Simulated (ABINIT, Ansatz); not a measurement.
**CrF6 (R-3): G0W0 with ABINIT, start to end**

How does a plane-wave GW calculation on CrF6 (R-3) run from the first input to the gap?

Method: PBEsol and many-body steps on it, plane waves, in ABINIT 10.8.3.

## (1) Starting point

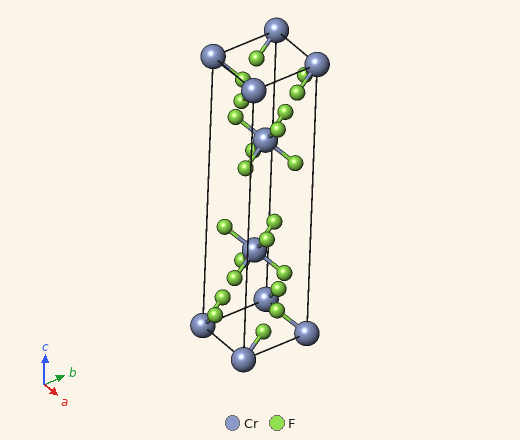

The cell as given, slightly off an axis (chromium light blue, fluorine green). This picture shows the conventional cell, with its axes. Some periodic images of atoms are drawn too.

The cell and positions are those that the Materials Project relaxed with its own functionals (PBE, PBE+U or r2SCAN), kept fixed.

## (2) Ground state

This step: ABINIT 10.8.3; DFT, PBEsol, plane waves, norm-conserving pseudopotentials.

The ground-state density comes first.

run.abi

```
acell 3*1.0 Angstrom
rprim 
  2.402403871812 1.387028522093 4.369215055800
  -2.402403871812 1.387028522093 4.369215055800
  0.000000000000 -2.774057044186 4.369215055800
ntypat 2
znucl 24 9
natom 7
typat 1 2 2 2 2 2 2
xred 
  0.000000000000 0.000000000000 0.000000000000
  0.368598720000 0.081843300000 0.779004130000
  0.081843300000 0.779004130000 0.368598720000
  0.220995870000 0.631401280000 0.918156700000
  0.918156700000 0.220995870000 0.631401280000
  0.631401280000 0.918156700000 0.220995870000
  0.779004130000 0.368598720000 0.081843300000
pp_dirpath "pseudos"
pseudos "Cr.upf, F.upf"
ecut 43
ngkpt 6 6 6
nshiftk 1
shiftk 0 0 0
kptopt 1
chksymbreak 0
nband 35
occopt 1
tolvrs 1e-10
nstep 60
prtwf 0
optforces 0
optstress 0
indata_prefix "in"
outdata_prefix "out"
tmpdata_prefix "tmp"
```

Launch:

```
OMP_NUM_THREADS=1 mpirun -n 4 abinit run.abi > log
```

Numbers of over 12 decimals in the logs are rounded to 6 here.

The program printed:

```text
.Version 10.8.3 of ABINIT. v10.8.2 released Aug 2026.

 Symmetries : space group R-3 (#148); Bravais hR (rhombohedral)
================================================================================
 Values of the parameters that define the memory need of the present run
     intxc =       0    ionmov =       0      iscf =       7    lmnmax =       6
     lnmax =       6     mgfft =      60  mpssoang =       3    mqgrid =    3001
     natom =       7  nloc_mem =       1    nspden =       1   nspinor =       1
    nsppol =       1      nsym =       6    n1xccc =    2501    ntypat =       2
    occopt =       1   xclevel =       2
-    mband =          35        mffmem =           1         mkmem =          10
       mpw =        7975          nfft =      216000          nkpt =          40
================================================================================
  Rough estimation (10% accuracy) of disk space for files :
================================================================================

--------------------------------------------------------------------------------
------------- Echo of variables that govern the present computation ------------
--------------------------------------------------------------------------------
 -outvars: echo values of preprocessed input variables --------
            acell      1.8897261259E+00  1.8897261259E+00  1.8897261259E+00 Bohr

      chksymbreak           0
             ecut      4.30000000E+01 Hartree
-          fftalg         312

              ixc     -116133
              kpt      0.00000000E+00  0.00000000E+00  0.00000000E+00
                       1.66666667E-01  0.00000000E+00  0.00000000E+00
                       3.33333333E-01  0.00000000E+00  0.00000000E+00
                       5.00000000E-01  0.00000000E+00  0.00000000E+00
                       1.66666667E-01  1.66666667E-01  0.00000000E+00
                       3.33333333E-01  1.66666667E-01  0.00000000E+00
                       5.00000000E-01  1.66666667E-01  0.00000000E+00
                      -3.33333333E-01  1.66666667E-01  0.00000000E+00
                      -1.66666667E-01  1.66666667E-01  0.00000000E+00
   [... 29 further rows ...]
                      -3.33333333E-01  5.00000000E-01  3.33333333E-01
                       5.00000000E-01  5.00000000E-01  5.00000000E-01
         kptrlatt        6    0    0      0    6    0      0    0    6
          kptrlen      5.44786243E+01
P           mkmem          10
            natom           7
            nband          35
            ngfft          60      60      60
             nkpt          40
            nstep          60
             nsym           6
           ntypat           2
              occ      2.000000  2.000000  2.000000  2.000000  2.000000  2.000000
                       2.000000  2.000000  2.000000  2.000000  2.000000  2.000000
                       2.000000  2.000000  2.000000  2.000000  2.000000  2.000000
                       2.000000  2.000000  2.000000  2.000000  2.000000  2.000000
                       2.000000  2.000000  2.000000  2.000000  0.000000  0.000000
                       0.000000  0.000000  0.000000  0.000000  0.000000
        optforces           0
        optstress           0
            prtwf           0
            rprim      2.4024038718E+00  1.3870285221E+00  4.3692150558E+00
[...]
spgroup         148

           tolvrs      1.00000000E-10

             xred      0.0000000000E+00  0.0000000000E+00  0.0000000000E+00
[...]
znucl       24.00000    9.00000

================================================================================

 chkinp: Checking input parameters for consistency.

================================================================================
== DATASET  1 ==================================================================
-   mpi_nproc: 4, omp_nthreads: 1 (-1 if OMP is not activated)

--- !DatasetInfo
iteration_state: {dtset: 1, }
dimensions: {natom: 7, nkpt: 40, mband: 35, nsppol: 1, nspinor: 1, nspden: 1, mpw: 7975, }
cutoff_energies: {ecut:  43.0, pawecutdg:  -1.0, }
electrons: {nelect:   5.60000000E+01, charge:   0.00000000E+00, occopt:   1.00000000E+00, tsmear:   1.00000000E-02, }

 Real(R)+Recip(G) space primitive vectors, cartesian coordinates (Bohr,Bohr^-1):
 R(1)=  4.5398854  2.6211040  8.2566198  G(1)=  0.1101349  0.0635864  0.0403716
 R(2)= -4.5398854  2.6211040  8.2566198  G(2)= -0.1101349  0.0635864  0.0403716
 R(3)=  0.0000000 -5.2422081  8.2566198  G(3)=  0.0000000 -0.1271729  0.0403716
 Unit cell volume ucvol=  5.8949847E+02 bohr^3
 Angles (23,13,12)=  5.53157509E+01  5.53157509E+01  5.53157509E+01 degrees

 getcut: wavevector=  0.0000  0.0000  0.0000  ngfft=  60  60  60
         ecut(hartree)=     43.000   => boxcut(ratio)=   2.07829

--- Pseudopotential description ------------------------------------------------
- Cr Generated using ONCVPSP code by D. R. Hamann
- 24.00000  14.00000  180301                  znucl, zion, pspdat
12 -116133 2 -1 1638                          pspcod,pspxc,lmax,lloc,mmax
     nproj     2     2     2
  pspatm : epsatm=   17.25290059
         --- l  ekb(1:nproj) -->
[...]
pspatm: atomic psp has been read  and splines computed

- F Generated using ONCVPSP code by D. R. Hamann
-  9.00000   7.00000  180301                  znucl, zion, pspdat
12 -116133 2 -1 832                           pspcod,pspxc,lmax,lloc,mmax
     nproj     2     2     1
  pspatm : epsatm=    4.89824381
         --- l  ekb(1:nproj) -->
[...]
2   -2.394754
 pspatm: atomic psp has been read  and splines computed

   2.61197235E+03                                ecore*ucvol(ha*bohr**3)
--------------------------------------------------------------------------------

_setup2: Arith. and geom. avg. npw (full set) are    7939.208    7939.198

================================================================================

--- !BeginCycle
iteration_state: {dtset: 1, }
solver: {iscf: 7, nstep: 60, nline: 4, wfoptalg: 0, }
tolerances: {tolvrs: 1.00E-10, }

     iter   Etot(hartree)      deltaE(h)  residm     vres2
 ETOT  1  -234.12114519551    -2.341E+02 1.974E-01 1.738E+04
 ETOT  2  -216.43299962343     1.769E+01 7.743E-02 1.522E+05
 ETOT  3  -235.91838668687    -1.949E+01 1.726E-01 2.862E+03
 ETOT  4  -236.14649158147    -2.281E-01 1.599E-02 9.244E+02
 ETOT  5  -236.27190170723    -1.254E-01 2.857E-03 1.734E+01
 ETOT  6  -236.27273901479    -8.373E-04 2.817E-03 1.559E+01
 ETOT  7  -236.27286334918    -1.243E-04 1.251E-03 1.252E+01
 ETOT  8  -236.27444394245    -1.581E-03 7.678E-04 6.666E-01
 ETOT  9  -236.27452250237    -7.856E-05 1.720E-04 5.277E-02
 ETOT 10  -236.27452901489    -6.513E-06 1.761E-04 9.780E-04
 ETOT 11  -236.27452912615    -1.113E-07 8.719E-05 3.754E-05
 ETOT 12  -236.27452913140    -5.249E-09 9.860E-05 5.297E-08
 ETOT 13  -236.27452913140     3.894E-12 7.591E-05 4.358E-09
 ETOT 14  -236.27452913139     7.219E-12 7.934E-05 2.737E-11

 At SCF step   14       vres2   =  2.74E-11 < tolvrs=  1.00E-10 =>converged.

--- !ResultsGS
iteration_state: {dtset: 1, }
comment   : Summary of ground state results
lattice_vectors:
- [  4.5398854,   2.6211040,   8.2566198, ]
- [ -4.5398854,   2.6211040,   8.2566198, ]
- [  0.0000000,  -5.2422081,   8.2566198, ]
lattice_lengths: [   9.78021,    9.78021,    9.78021, ]
lattice_angles: [ 55.316,  55.316,  55.316, ] # degrees, (23, 13, 12)
lattice_volume:   5.8949847E+02
convergence: {deltae:  7.219E-12, res2:  2.737E-11, residm:  7.934E-05, diffor:  0.000E+00, }
etotal    :  -2.36274529E+02
entropy   :   0.00000000E+00
fermie    :  -9.39977814E-02
cartesian_stress_tensor: null
pressure_GPa: null
xred      :
- [  0.0000E+00,   0.0000E+00,   0.0000E+00, Cr]
- [  3.6860E-01,   8.1843E-02,   7.7900E-01,  F]
- [  8.1843E-02,   7.7900E-01,   3.6860E-01,  F]
- [  2.2100E-01,   6.3140E-01,   9.1816E-01,  F]
- [  9.1816E-01,   2.2100E-01,   6.3140E-01,  F]
- [  6.3140E-01,   9.1816E-01,   2.2100E-01,  F]
- [  7.7900E-01,   3.6860E-01,   8.1843E-02,  F]
cartesian_forces: null
force_length_stats: {min: null, max: null, mean: null, }

 Integrated electronic density in atomic spheres:
 ------------------------------------------------
 Atom  Sphere_radius  Integrated_density
[...]
================================================================================

 ----iterations are completed or convergence reached----

 Mean square residual over all n,k,spin=   81.127E-09; max=  79.345E-06
 reduced coordinates (array xred) for    7 atoms
[...]
0.220995870000      0.631401280000      0.918156700000
       0.918156700000      0.220995870000      0.631401280000
       0.631401280000      0.918156700000      0.220995870000
       0.779004130000      0.368598720000      0.081843300000
 rms dE/dt=  0.0000E+00; max dE/dt=  0.0000E+00; dE/dt below (all hartree)
    1       0.000000000000      0.000000000000      0.000000000000
    2       0.000000000000      0.000000000000      0.000000000000
    3       0.000000000000      0.000000000000      0.000000000000
    4       0.000000000000      0.000000000000      0.000000000000
    5       0.000000000000      0.000000000000      0.000000000000
    6       0.000000000000      0.000000000000      0.000000000000
    7       0.000000000000      0.000000000000      0.000000000000

 cartesian coordinates (angstrom) at end:
    1      0.000000     0.000000     0.000000
    2      0.688902    -1.536226     5.371715
    3     -1.674862     0.171506     5.371715
    4     -0.985960    -1.364720     7.735931
    5      1.674862    -0.171506     7.735931
    6     -0.688902     1.536226     7.735931
    7      0.985960     1.364720     5.371715
 length scales=  1.889726125908  1.889726125908  1.889726125908 bohr
              =  1.000000000000  1.000000000000  1.000000000000 angstroms
 prteigrs : about to open file out_EIG
 Fermi (or HOMO) energy (hartree) =  -0.09400   Average Vxc (hartree)=  -0.34818
 Eigenvalues (hartree) for nkpt=  40  k points:
 kpt#   1, nband= 35, wtk=  0.00463, kpt=  0.0000  0.0000  0.0000 (reduced coord)
  -2.75997   -1.71045   -1.71041   -1.71041   -0.86528   -0.83528   -0.83528   -0.82203
  -0.81952   -0.81952   -0.24645   -0.24645   -0.24056   -0.22576   -0.22576   -0.21832
  -0.18267   -0.18267   -0.17469   -0.13951   -0.11432   -0.11432   -0.11389   -0.10493
  -0.10493   -0.10343   -0.10119   -0.10119   -0.02283   -0.01537   -0.01537    0.10650
   0.10650    0.28806    0.50006
 prteigrs : prtvol=0 or 1, do not print more k-points.

--- !EnergyTerms
iteration_state     : {dtset: 1, }
comment             : Components of total free energy in Hartree
kinetic             :  1.32889866886994E+02
hartree             :  8.83471739113017E+01
xc                  : -4.50969501176592E+01
Ewald energy        : -1.25139093557774E+02
psp_core            :  4.43083819852967E+00
local_psp           : -2.70686918011137E+02
non_local_psp       : -2.10194464416461E+01
total_energy        : -2.36274529131390E+02
total_energy_eV     : -6.42935747228155E+03
band_energy         : -3.16886717291632E+01

== END DATASET(S) ==============================================================
================================================================================

 -outvars: echo values of variables after computation  --------
           etotal     -2.3627452913E+02
            nband          35
             nkpt          40
          spgroup         148
 [... the other variables as echoed above ...]

 Calculation completed.
```

Wall time 2.9 min (4 MPI ranks of Arm Neoverse V1, shared host); peak memory 0.73 GiB; 12 min of CPU time.

Numbers from this step:

```yaml
total_energy: -6429.3575 eV
gap: 1.937 eV
k_of_the_valence_top: 0.5, 0.5, 0
k_of_the_conduction_bottom: 0, 0, 0
least_direct_gap: 1.992 eV
```

The gap is indirect, with the least direct gap 0.06 eV higher.

(Part 1 of 3 ends here.)

[Paths, hosts, dates, memory and timing lines, banners, echoed tables and standing remarks are left out of the program output.]

[Logs are printed without paths, hosts, clocks, repeated set-up lines and the standing remarks that a program may print on its own settings, such as how far it seeks lower states.]

[Runs of the session that timed out or met a known fault of the program may be left out.]

[Hosts, paths, dates, database ids (printed as entryN), source tags and the programs' standing remarks are cut or masked in the printed files.]

[G0W0 gaps are taken among the corrected bands and points alone; a level outside them can change the order at an edge.]

[Where Ansatz stands beside ABINIT at settings called matched, ABINIT's density can come from a denser mesh and the files from another edition; pairs whose starting gaps differed by over 0.03 eV were left out, so agreement reads better than it is.]
